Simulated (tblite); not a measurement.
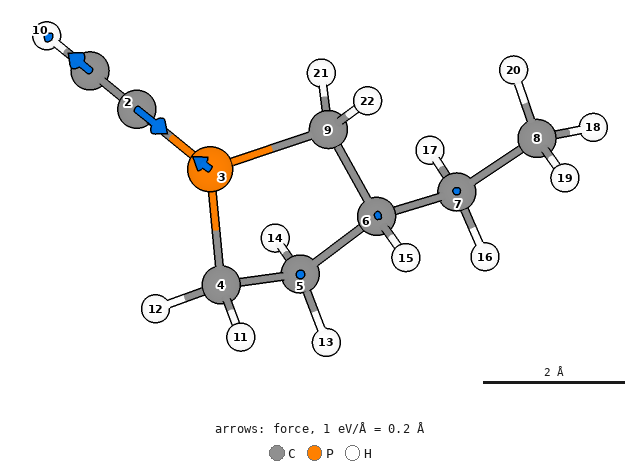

Starting geometry of C8H13P with the computed forces as blue arrows. The picture is a ball-and-stick view, seen face on.

All numbers below come from tblite, GFN2-xTB geometry optimisation, gas phase. 

Q: What follows when this structure is relaxed?

A: It isn't relaxed: the largest force vector, on a C atom, is 3.69 eV/Å. The final displacements have little in common with the starting forces (cosine between the two patterns 0.09). The largest move after the best rigid fit is that of an H atom, 0.36 Å. Largest moves by element: H 0.36 Å, C 0.25 Å, P 0.08 Å. Near-neighbour distances that change, for instance: C–P 1.858 → 1.771 Å, C–C 1.182 → 1.203 Å, C–H 1.072 → 1.051 Å, C–C 1.540 → 1.529 Å. Among the angles between lasting bonds that change: C–C–P 179.8° → 173.8°, P–C–H 113.1° → 110.3°, P–C–C 106.1° → 108.8°. The energy falls by 3.57 kcal/mol in 84 geometry steps.
